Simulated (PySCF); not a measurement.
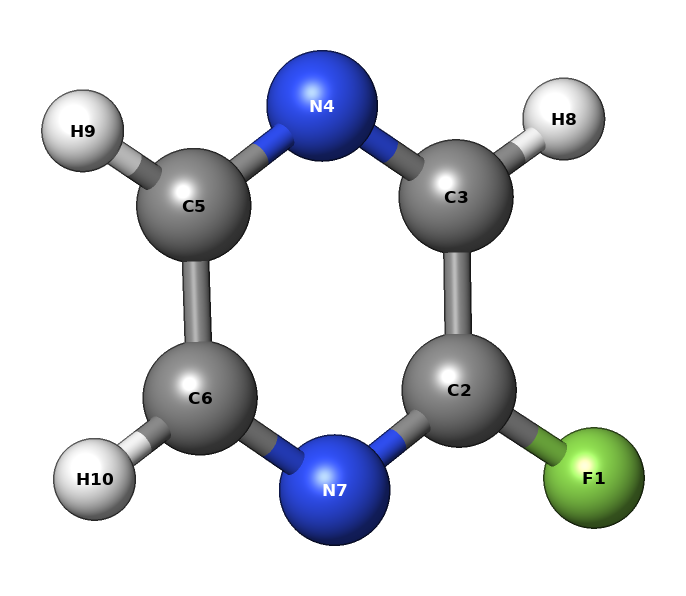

The geometry was computed by an optimisation with PBE0-D3(BJ)/def2-SVP. No frequency run is at hand to confirm it as a minimum. Level of theory: B3LYP/pcJ-1 indirect spin-spin coupling, non-relativistic, gas phase (PySCF 2.14.0). Isotopes: 13C, 19F, 1H, 15N.

Give the spin–spin coupling constants of these pairs, with the number of bonds between them: N7/H10, F1/H8, F1/C6, N7/H9.

| pair | bonds apart | J (Hz) |
| --- | --- | --- |
| N7, H10 | 2 | −12.6 |
| F1, H8 | 3 | −9.9 |
| F1, C6 | 3 | 5.9 |
| N7, H9 | 3 | −1.5 |

Density functionals are unreliable for couplings to fluorine, so those rows may be far off.
